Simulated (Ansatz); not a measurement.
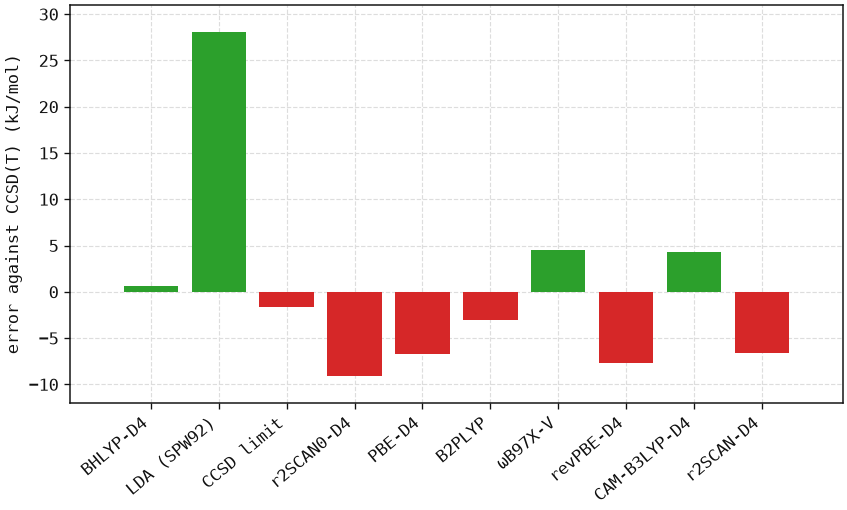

Error in the electronic atomisation energy (method less reference, so positive means overbinding) of SiH, doublet: functionals in def2-TZVPP against frozen-core CCSD(T) at the limit (scheme: direct), which gives 308.9 kJ/mol, at a PBE0-D4/def2-TZVP geometry (a minimum by its frequencies), no zero-point or spin-orbit term, the Ansatz code. The reference leaves out core correlation, a term that grows with the number of heavy atoms. B2PLYP holds a correlation term that converges slowly with the basis, so part of the distance to the limit is basis error. No dispersion term is added to B2PLYP. Limit means the basis limit.

**What range do the values span?**

From −9.1 kJ/mol (r2SCAN0-D4) to 28.0 kJ/mol (LDA (SPW92)).

**Give the values.**

```
       level  kJ/mol
    BHLYP-D4     0.7
 LDA (SPW92)    28.0
  CCSD limit    −1.6
  r2SCAN0-D4    −9.1
      PBE-D4    −6.7
      B2PLYP    −3.0
     ωB97X-V     4.5
   revPBE-D4    −7.7
CAM-B3LYP-D4     4.3
   r2SCAN-D4    −6.6
```
